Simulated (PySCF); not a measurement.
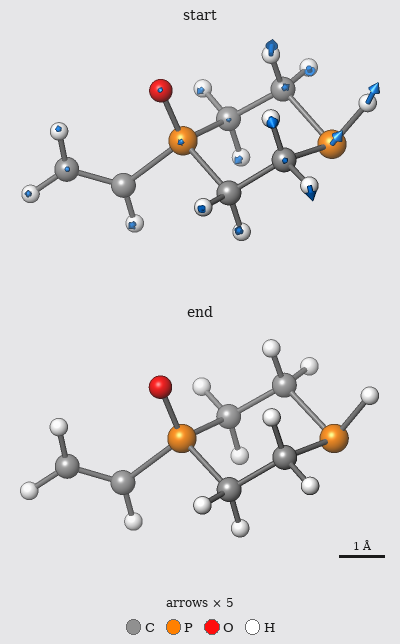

The structure of C6H12OP2 before (top) and after (bottom) a relaxation, at one scale. The blue arrows give the displacements, magnified 5 times.

A ball-and-stick model, seen from a free direction.

The start comes from GFN2-xTB. Its atoms were then displaced at random by about 0.01 Å.

Theory: PBE0-D3(BJ)/def2-SVP geometry optimisation, gas phase (PySCF 2.14.0, density-fitted response routines). 

> Describe what moved and what it gained.

The atom that moves furthest after the best rigid fit is an H atom (0.12 Å). Largest moves by element: H 0.12 Å, P 0.09 Å, C 0.04 Å, O 0.02 Å. Among the contacts that change: C–H 1.053 → 1.094 Å, C–C 1.496 → 1.530 Å, H–P 1.402 → 1.428 Å, C–H 1.073 → 1.096 Å. Among the angles between lasting bonds that change: P–C–H 112.5° → 109.8°, C–P–H 95.0° → 97.4°, P–C–H 108.4° → 106.2°. The energy falls by 4.19 kcal/mol in 8 geometry steps. The run took 2.9 min on 1 thread of Arm Neoverse V2, with other jobs on the host.
